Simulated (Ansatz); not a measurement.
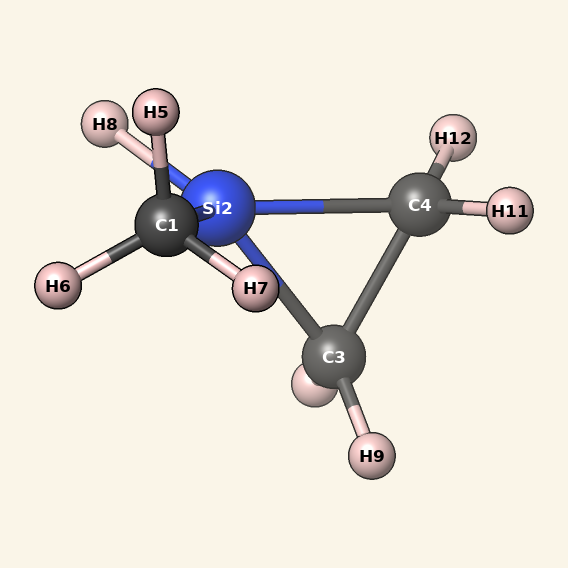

Si2 lies behind C1. The molecule seen a little off the C1–Si2 bond, C1 in front. Distant atoms are faded towards the background colour. The computed structure is the end point of a PBE0-D4/def2-TZVP optimisation.

What is the torsion angle H5–C1–Si2–C3? The sign is positive where the front bond must turn clockwise to cover the back bond.

149°, anticlinal.
